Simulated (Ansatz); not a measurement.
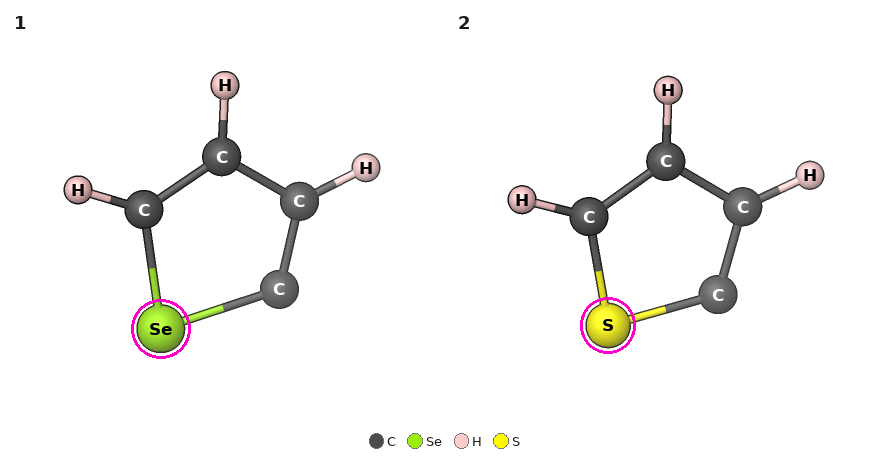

2 molecules with one skeleton, seen from the same side and at one scale; the atom that differs is circled. State: neutral, doublet. Computed geometries: PBE0-D4/def2-TZVP optimisations, one conformation each. Properties computed with Ansatz 0.2.0.

One atom differs, called X below: Se in panel 1, S in panel 2. Their formulas are C4H3Se (`[c]1ccc[se]1`), C4H3S (`[c]1cccs1`).

Question: In which is the angle C–X–C larger (PBE0-D4/def2-TZVP)?

Answer: In panel 2 (X = S).

Question: In which is the mean length of X–C larger (PBE0-D4/def2-TZVP)?

Answer: In panel 1 (X = Se).

Give the values. With PBE0-D4/def2-TZVP: mean length of X–C (Å), angle C–X–C (°), harmonic zero-point energy (kJ/mol). With r2SCAN-D4/def2-TZVPP: dipole moment (D).

| quantity | 1 (Se) | 2 (S) | 2 − 1 |
| --- | --- | --- | --- |
| mean length of X–C (Å) | 1.853 | 1.704 | −0.149 |
| angle C–X–C (°) | 85.5 | 90.1 | +4.6 |
| dipole moment (D) | 1.03 | 1.08 | +0.05 |
| harmonic zero-point energy (kJ/mol) | 139.8 | 142.8 | +3.0 |
